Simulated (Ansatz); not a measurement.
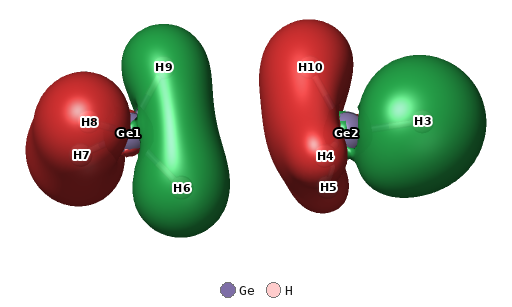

Figure. GeH$_{4}$···GeH$_{4}$. The HOMO at ±0.06 Å⁻³ᐟ² (green and red are the two phases), seen from one side.

Level of theory: RKS PBE0-D4/def2-SVP (Ansatz).

Input file:

```
crystal:
  periodic: [false, false, false]
  atoms:
    - { symbol: Ge, position_ang: [-0.314258, 0.066628, -0.492976] }
    - { symbol: Ge, position_ang: [-0.353456, -0.066934, 3.116871] }
    - { symbol: H, position_ang: [-0.757572, -0.20231, 4.595329] }
    - { symbol: H, position_ang: [0.604128, -1.209869, 2.744752] }
    - { symbol: H, position_ang: [0.352968, 1.280627, 2.907948] }
    - { symbol: H, position_ang: [0.876179, 0.176839, 0.471151] }
    - { symbol: H, position_ang: [-0.353614, 1.308838, -1.398151] }
    - { symbol: H, position_ang: [-0.146365, -1.190801, -1.361728] }
    - { symbol: H, position_ang: [-1.609584, -0.031516, 0.341759] }
    - { symbol: H, position_ang: [-1.601927, -0.131502, 2.210445] }
basis:
  gaussian: { orbitals: def2-SVP }
hamiltonian:
  xc: pbe0
  dispersion: d4
relax:
  f_tol: 0.03
  max_steps: 50
output:
  orbitals: {}
```

Launched as:

```sh
ansatz run input.yaml --threads 2 --pin off --max-ram 3072MiB --backend cpu --events-out ev --progress --plain --runs-dir out
```

The fields are those of the run's last geometry, not of the input's.

Describe this orbital and give its energy.

It lies mainly on Ge2 (about 25 %), H3 (about 20 %), Ge1 (about 20 %), H6 (about 5 %), H10 (about 5 %) and H7 (about 5 %). Its energy is −9.41 eV.
